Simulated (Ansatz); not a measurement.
# AlNH3S (SMILES [NH2][Al][SH]): UPBE/def2-SVPD

What is the vertical doublet–quartet gap of AlNH3S at UPBE/def2-SVPD? 

The results are computed with Ansatz 0.2.0.

59 further runs of the same task are left out: 59 set aside as unsound or not needed. Runs told in other sessions of the task aren't counted.

## Step 1: Starting point

The species is AlNH3S (6 atoms), meant as a doublet with charge 0. As SMILES, `[NH2][Al][SH]`. The shape is that of a PBE0-D4/def2-TZVP optimisation. This is one conformer, not always the lowest.

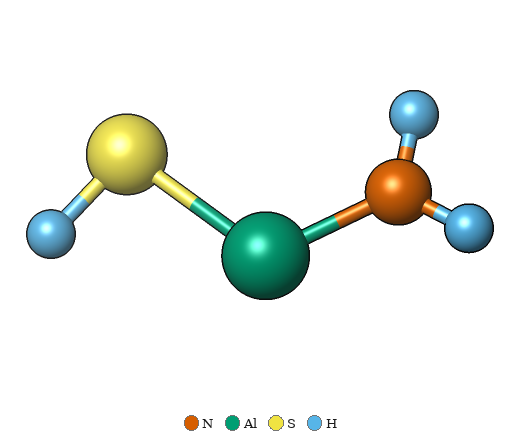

Viewed from a chosen angle; nitrogen orange, aluminium teal, sulfur yellow, hydrogen blue.

## Step 2: A single-point energy at UPBE/def2-SVPD

File molecule.yaml:

```yaml
basis:
  gaussian: {orbitals: def2-SVPD}
crystal:
  periodic: [false, false, false]
  atoms:
    - symbol: N
      position_ang: [-0.909500, 0.196700, -0.977100]
    - symbol: Al
      position_ang: [0.142900, -0.793800, 0.045400]
    - symbol: S
      position_ang: [1.372100, 0.308200, 1.511800]
    - symbol: H
      position_ang: [-0.980700, 1.201900, -0.933300]
    - symbol: H
      position_ang: [-1.523300, -0.168400, -1.686700]
    - symbol: H
      position_ang: [1.940700, -0.808600, 1.993700]
magnetization: {spin_polarized: true, initial_magnetization: 1}
hamiltonian: {xc: {name: PBE}}
accuracy: high
output: {orbitals: {seedname: orbitals}}
```

Command:

```sh
$ ansatz run molecule.yaml --threads 1 --pin off --max-ram 2610MiB --events-out events.jsonl --progress --plain --runs-dir runs
```

The log of the run:

```text
Warning: RAYON_NUM_THREADS=1 ignored (pool sized by the plan → 1); use --threads N
Functional definition: PBE
  name "PBE"
  parameter kappa = 0.804
  parameter beta = 0.06672455060314922
  exchange = pbe_x(kappa = kappa, mu = beta*pi^2/3)
  correlation = pbe_c(beta = beta)
1837 factors; integrals over basis functions are off by at most 4.0e-9 eV
mean field evaluation 1: about -18945.6663 eV, gradient 4.8e1 eV
mean field evaluation 2: about -18889.5515 eV, gradient 9.4e1 eV
mean field evaluation 4: about -18955.1949 eV, gradient 9.4e0 eV
mean field evaluation 8: about -18955.7682 eV, gradient 1.8e-1 eV
mean field evaluation 16: about -18955.7685 eV, gradient 2.4e-5 eV
mean field -18955.76845064 eV, -696.6116418796 hartree, gradient 2.3e-8 eV, S^2 0.752237; 0 other end points of the search recorded, 0 dependent functions left out
reference -18955.76845466 eV, -696.6116420272 hartree; 20, 19 occupied and 75, 76 virtual orbitals, 1837 factors
Total energy: -18955.76845466 eV, -696.6116420272 hartree
```

Run time: 16 s. Hardware: 1 thread of Arm Neoverse N1, shared host; peak memory 0.29 GiB.

## Step 3: The quartet, same level

File run.yaml:

```yaml
crystal:
  periodic: [false, false, false]
  atoms:
    - {symbol: N, position_ang: [-0.909500, 0.196700, -0.977100]}
    - {symbol: Al, position_ang: [0.142900, -0.793800, 0.045400]}
    - {symbol: S, position_ang: [1.372100, 0.308200, 1.511800]}
    - {symbol: H, position_ang: [-0.980700, 1.201900, -0.933300]}
    - {symbol: H, position_ang: [-1.523300, -0.168400, -1.686700]}
    - {symbol: H, position_ang: [1.940700, -0.808600, 1.993700]}
basis:
  gaussian: {orbitals: def2-SVPD}
magnetization: {spin_polarized: true, initial_magnetization: 3}
hamiltonian: {xc: {name: PBE}}
accuracy: high
output: {orbitals: {seedname: orbitals}}
```

Command:

```sh
$ ansatz run run.yaml --threads 1 --pin off --max-ram 2610MiB --events-out events.jsonl --progress --plain --runs-dir runs
```

The log of the run (excerpt; [...] marks lines left out):

```text
Warning: RAYON_NUM_THREADS=1 ignored (pool sized by the plan → 1); use --threads N
[... 6 set-up lines as earlier in the session ...]
1837 factors; integrals over basis functions are off by at most 4.0e-9 eV
mean field evaluation 1: about -18940.2251 eV, gradient 4.8e1 eV
mean field evaluation 2: about -18846.6174 eV, gradient 1.1e2 eV
mean field evaluation 4: about -18936.9159 eV, gradient 3.7e1 eV
mean field evaluation 8: about -18951.1474 eV, gradient 6.2e-1 eV
mean field evaluation 16: about -18951.1497 eV, gradient 1.4e-3 eV
mean field evaluation 32: about -18948.9199 eV, gradient 6.5e0 eV
mean field evaluation 64: about -18951.1327 eV, gradient 1.1e0 eV
mean field -18951.14966451 eV, -696.4419046201 hartree, gradient 3.8e-8 eV, S^2 3.753555; 6 other end points of the search recorded, 0 dependent functions left out
reference -18951.14966874 eV, -696.4419047755 hartree; 21, 18 occupied and 74, 77 virtual orbitals, 1837 factors
Total energy: -18951.14966874 eV, -696.4419047755 hartree
```

It took 33 s on 1 thread of Arm Neoverse N1, shared host; peak memory 0.32 GiB.

## Step 4: Outcome

Level: UPBE/def2-SVPD.

```
                                        quantity          value
                           doublet: total energy  -696.61164 Eh
     doublet: HOMO energy (highest over α and β)       -4.88 eV
      doublet: LUMO energy (lowest over α and β)       -3.33 eV
                                   doublet: ⟨S²⟩          0.752
                           quartet: total energy  -696.44190 Eh
     quartet: HOMO energy (highest over α and β)       -1.79 eV
                                   quartet: ⟨S²⟩          3.754
vertical energy of the quartet above the doublet       4.619 eV
```

In words: At this shape the quartet lies 4.62 eV (446 kJ/mol) above the doublet.
